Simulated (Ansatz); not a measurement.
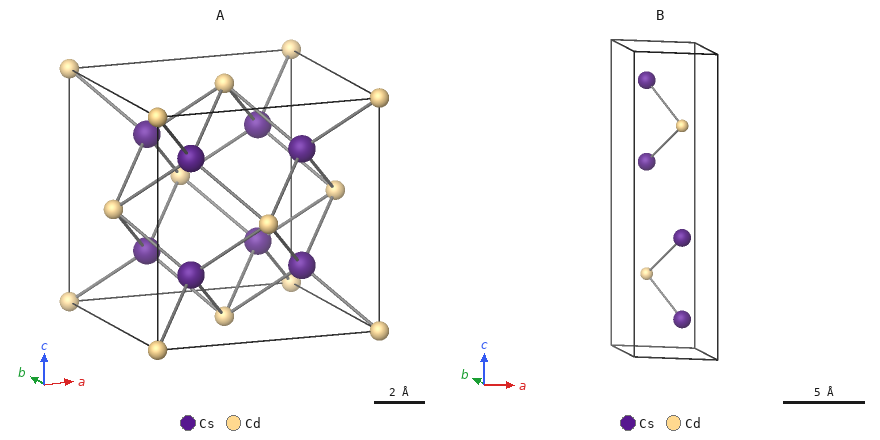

Two structures of Cs$_{2}$Cd, each relaxed to rest (conventional cells in solid outline, small ones repeated, not to one scale). Method: Ansatz, DFT PBE, scalar-relativistic, plane waves, PAW, without spin polarisation.

Characterise the two forms.

A: antifluorite, Fm-3m. B: 6 atoms a cell on a primitive hexagonal lattice, P6_3/mmc.

A or B: which is lower in energy?

A is lower, by 41 meV/atom at this level of theory (energies at zero smearing). Volumes: A 73.0, B 78.2 Å³/atom.

One or both may be structure types tried for this composition rather than known phases.
